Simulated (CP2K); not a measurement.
# C2H4BF2N (SMILES [H]/N=C\CB(F)F): PM6

Aim: the vertical electron affinity of C2H4BF2N at PM6, from 2 runs. 

The calculation is run with CP2K 2026.2.

2 further runs of the same task are left out: 2 set aside as unsound or not needed.

### Step 1. The molecule

The species is C2H4BF2N (10 atoms), meant as a singlet with charge 0. SMILES: `[H]/N=C\CB(F)F`. Geometry: relaxed at GFN2-xTB. This is one conformer, not always the lowest.

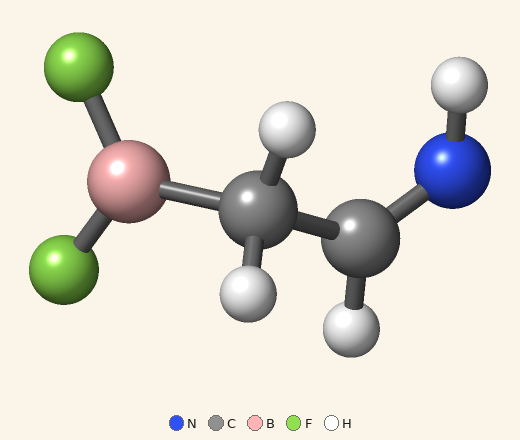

The structure, seen from a chosen angle (nitrogen blue, carbon grey, boron pink, fluorine green, hydrogen white).

### Step 2. Energy and forces at PM6

Contents of molecule.inp:

```
&GLOBAL
   PROJECT_NAME molecule
   RUN_TYPE ENERGY_FORCE
   PRINT_LEVEL MEDIUM
&END GLOBAL

&FORCE_EVAL
   METHOD QUICKSTEP
   &DFT
      CHARGE 0
      MULTIPLICITY 1
      &QS
         METHOD PM6
         EPS_DEFAULT 1.0E-10
         &SE
            &COULOMB
               CUTOFF [angstrom] 50
               RC_RANGE [angstrom] 0
            &END COULOMB
            &EXCHANGE
               CUTOFF [angstrom] 50
               RC_RANGE [angstrom] 0
            &END EXCHANGE
         &END SE
      &END QS
      ! isolated system
      &POISSON
         PERIODIC NONE
         POISSON_SOLVER ANALYTIC
      &END POISSON
      ! self-consistent field
      &SCF
         SCF_GUESS ATOMIC
         EPS_SCF 1.0E-06
         MAX_SCF 80
         ADDED_MOS 2
         &DIAGONALIZATION
            ALGORITHM STANDARD
         &END DIAGONALIZATION
         &MIXING
            METHOD DIRECT_P_MIXING
            ALPHA 0.4
         &END MIXING
      &END SCF
      ! extra output
      &PRINT
         &MOMENTS
            PERIODIC F
            REFERENCE COM
            MAX_MOMENT 1
         &END MOMENTS
         &MO ON
            ENERGIES T
            OCCUPATION_NUMBERS T
            NDIGITS 6
            &EACH
               QS_SCF 0
            &END EACH
            ADD_LAST NUMERIC
         &END MO
         &HIRSHFELD OFF
         &END HIRSHFELD
      &END PRINT
   &END DFT
   &SUBSYS
      &CELL
         ABC [angstrom] 19 20 19
         PERIODIC NONE
      &END CELL
      &COORD
         N      0.305170    -2.021930    -0.364720
         C     -0.267620    -1.069710     0.203960
         C      0.293600     0.301820     0.518750
         B     -0.371770     1.374850    -0.431040
         F      0.276560     1.957650    -1.416880
         F     -1.634510     1.729740    -0.327600
         H      1.268390    -1.853140    -0.652290
         H     -1.297350    -1.228310     0.509470
         H      1.378280     0.288590     0.400930
         H      0.049250     0.520430     1.559430
      &END COORD
      &TOPOLOGY
         &CENTER_COORDINATES
         &END CENTER_COORDINATES
      &END TOPOLOGY
   &END SUBSYS
   ! extra output
   &PRINT
      &FORCES ON
      &END FORCES
   &END PRINT
&END FORCE_EVAL
```

On the command line:

```bash
$ OMP_NUM_THREADS=1 cp2k.psmp -i molecule.inp > molecule.out 2>&1
```

Standard output:

```text
CP2K| version string:                                       CP2K version 2026.2
[...]
 GLOBAL| Method name                                                        CP2K
[...]
 GLOBAL| Run type                                                   ENERGY_FORCE
[...]
                             - Atoms:                                         10
[...]
                             - Spherical basis functions:                     28
[...]
 Number of electrons:                                                         34
[...]
     1 P_Mix/Diag. 0.40E+00    0.0     0.81033512       -46.9906317989 -4.70E+01
[...]
    17 DIIS/Diag.  0.22E-06    0.0     0.00000073       -54.3733066187 -1.90E-11
  *** SCF run converged in    17 steps ***
  Core-core repulsion energy [eV]:                           2673.89888195806134
  Core Hamiltonian energy [eV]:                             -2454.88167771646067
  Two-electron integral energy [eV]:                        -3397.18024438768452
  Electronic energy [eV]:                                   -4153.47179991030316
  Total energy [eV]:                                        -1479.57291795224182
  Atomic reference energy [eV]:                              1472.47564399119983
  Heat of formation [kcal/mol]:                              -163.66703862200541
[...]
 SE_DIPOLE| Moment [Debye]         -1.26662804      -1.20039688      -1.74802288
 SE_DIPOLE| Derivative [a.u.]       0.00000000       0.00000000       0.00000000
 ENERGY| Total FORCE_EVAL ( QS ) energy [hartree]            -54.373306618721777
 FORCES| Atomic forces [hartree/bohr]
 FORCES|   Atom     x               y               z               |f|
 FORCES|      1  3.61407295E-02 -3.50946096E-02 -2.57604545E-02   5.65807827E-02
 FORCES|      2 -2.88145251E-02  4.40417612E-02  2.03011381E-02   5.64100150E-02
 FORCES|      3 -5.88674501E-03 -1.25671243E-02 -4.26566043E-03   1.45183415E-02
 FORCES|      4  4.83438087E-03 -1.16286524E-02  6.23365481E-03   1.40518770E-02
 FORCES|      5 -1.28616977E-03  5.20079377E-03 -4.00693463E-03   6.69014302E-03
 FORCES|      6 -4.27677134E-03  5.05911982E-03 -2.86152865E-03   7.21621872E-03
 FORCES|      7  3.88545997E-03 -9.08375005E-03 -4.83032035E-03   1.09974228E-02
 FORCES|      8 -1.27647274E-02  2.59974793E-03  6.27727169E-03   1.44603283E-02
 FORCES|      9  6.55544457E-03  5.21921300E-03  1.70059491E-03   8.55020824E-03
 FORCES|     10  1.61292379E-03  6.25350077E-03  7.21223907E-03   9.68112532E-03
 FORCES| Sum    -9.57567359E-16  1.26634814E-15 -2.77555756E-16
 FORCES| Total atomic force                                       1.61171029E-15
[...]
```

Run time: 1.1 s. Hardware: 1 thread of AMD EPYC 7R43 (Zen 3), shared host; peak memory 0.18 GiB.

### Step 3. The doublet anion

Contents of calc.inp:

```
&GLOBAL
  PROJECT_NAME calc
  RUN_TYPE ENERGY_FORCE
  PRINT_LEVEL MEDIUM
&END
&FORCE_EVAL
  METHOD QS
  &DFT
    CHARGE -1
    MULTIPLICITY 2
    SPIN_POLARIZED T
    &QS
      METHOD PM6
      EPS_DEFAULT 1.0E-10
      &SE
        &COULOMB
          CUTOFF [angstrom] 50
          RC_RANGE [angstrom] 0
        &END
        &EXCHANGE
          CUTOFF [angstrom] 50
          RC_RANGE [angstrom] 0
        &END
      &END
    &END
    # isolated system
    &POISSON
      PERIODIC NONE
      POISSON_SOLVER ANALYTIC
    &END
    &SCF
      SCF_GUESS ATOMIC
      EPS_SCF 1.0E-06
      MAX_SCF 50
      &OT ON
        MINIMIZER DIIS
        PRECONDITIONER FULL_ALL
      &END
      &OUTER_SCF
        EPS_SCF 1.0E-06
        MAX_SCF 10
      &END
    &END
    # extra output
    &PRINT
      &MOMENTS
        PERIODIC F
        REFERENCE COM
        MAX_MOMENT 1
      &END
      &MO_CUBES
        NLUMO 1
        NHOMO -1
        WRITE_CUBE F
      &END
      &HIRSHFELD OFF
      &END
    &END
  &END
  # atoms, cell and kinds
  &SUBSYS
    &CELL
      ABC [angstrom] 19 20 19
      PERIODIC NONE
    &END
    &COORD
      N      0.305170    -2.021930    -0.364720
      C     -0.267620    -1.069710     0.203960
      C      0.293600     0.301820     0.518750
      B     -0.371770     1.374850    -0.431040
      F      0.276560     1.957650    -1.416880
      F     -1.634510     1.729740    -0.327600
      H      1.268390    -1.853140    -0.652290
      H     -1.297350    -1.228310     0.509470
      H      1.378280     0.288590     0.400930
      H      0.049250     0.520430     1.559430
    &END
    &TOPOLOGY
      &CENTER_COORDINATES
      &END
    &END
  &END
  &PRINT
    &FORCES ON
    &END
  &END
&END
```

On the command line:

```bash
$ OMP_NUM_THREADS=1 cp2k.psmp -i calc.inp > calc.out 2>&1
```

Standard output:

```text
CP2K| version string:                                       CP2K version 2026.2
[...]
 GLOBAL| Method name                                                        CP2K
[...]
 GLOBAL| Run type                                                   ENERGY_FORCE
[...]
                             - Atoms:                                         10
[...]
                             - Spherical basis functions:                     28
[...]
 Number of electrons:                                                         18
[...]
     1 OT DIIS     0.15E+00    0.0     0.19941335       -47.2219197445 -4.72E+01
[...]
    23 OT DIIS     0.15E+00    0.0     0.00000066       -54.3677773980 -1.06E-08
  *** SCF run converged in    23 steps ***
  Core-core repulsion energy [eV]:                           2673.89888195806134
  Core Hamiltonian energy [eV]:                             -2483.79798622206818
  Two-electron integral energy [eV]:                        -3339.04671188014163
  Electronic energy [eV]:                                   -4153.32134216213944
  Total energy [eV]:                                        -1479.42246020407788
  Atomic reference energy [eV]:                              1472.47564399119983
  Heat of formation [kcal/mol]:                              -160.19740024889501
[...]
 SE_DIPOLE| Moment [Debye]         -0.48509755      -3.58316411      -0.60753406
 SE_DIPOLE| Derivative [a.u.]       0.00000000       0.00000000       0.00000000
 *** WARNING in qs_scf_post_se.F:140 :: Printing of MO cube files not ***
 *** implemented for Semi-Empirical method.                           ***
 ENERGY| Total FORCE_EVAL ( QS ) energy [hartree]            -54.367777398284417
 FORCES| Atomic forces [hartree/bohr]
 FORCES|   Atom     x               y               z               |f|
 FORCES|      1  6.03059094E-02 -9.04538689E-02 -6.19582841E-02   1.25130069E-01
 FORCES|      2 -5.05331298E-02  1.03171566E-01  5.55287207E-02   1.27598621E-01
 FORCES|      3 -5.70752372E-03 -3.49457946E-02  1.25415600E-03   3.54310216E-02
 FORCES|      4  2.45985293E-02 -9.83755050E-03  4.43435312E-02   5.16547558E-02
 FORCES|      5  4.31653491E-03  1.02027261E-02 -3.21580741E-02   3.40127891E-02
 FORCES|      6 -2.98739986E-02  6.88016115E-03 -1.10235087E-02   3.25777555E-02
 FORCES|      7  1.00079378E-03 -3.67397283E-03 -5.86358080E-04   3.85272376E-03
 FORCES|      8 -6.81860472E-03  4.03119080E-03  2.71977463E-03   8.37502500E-03
 FORCES|      9  3.02219720E-03  5.74621794E-03 -4.91466730E-04   6.51108563E-03
 FORCES|     10 -3.10707774E-04  8.87932500E-03  2.37150921E-03   9.19581469E-03
 FORCES| Sum    -1.45022883E-15  1.75900960E-15  1.11022302E-16
 FORCES| Total atomic force                                       2.28245578E-15
[...]
```

It took 2.5 s on 1 thread of AMD EPYC 7R43 (Zen 3), shared host; peak memory 0.18 GiB.

### Step 4. Results

At PM6:

```
                                                   quantity            value
                             singlet C2H4BF2N: total energy     -54.37331 Eh
                            singlet C2H4BF2N: dipole moment           2.47 D
                              singlet C2H4BF2N: HOMO energy        -10.44 eV
                              singlet C2H4BF2N: LUMO energy          0.38 eV
                            singlet C2H4BF2N: HOMO–LUMO gap         10.82 eV
singlet C2H4BF2N: heat of formation at this unrelaxed shape  -163.7 kcal/mol
                 singlet C2H4BF2N: largest force on an atom       2.910 eV/Å
                                doublet anion: total energy     -54.36778 Eh
   doublet anion: heat of formation at this unrelaxed shape  -160.2 kcal/mol
                    doublet anion: largest force on an atom       6.561 eV/Å
          vertical electron affinity (to the doublet anion)        -0.150 eV
```

The anion lies 0.15 eV (14.5 kJ/mol) above the neutral: the electron isn't bound at this level. The largest force (singlet C2H4BF2N) is 2.91 eV/Å: the shape isn't a stationary point for this species at this level.
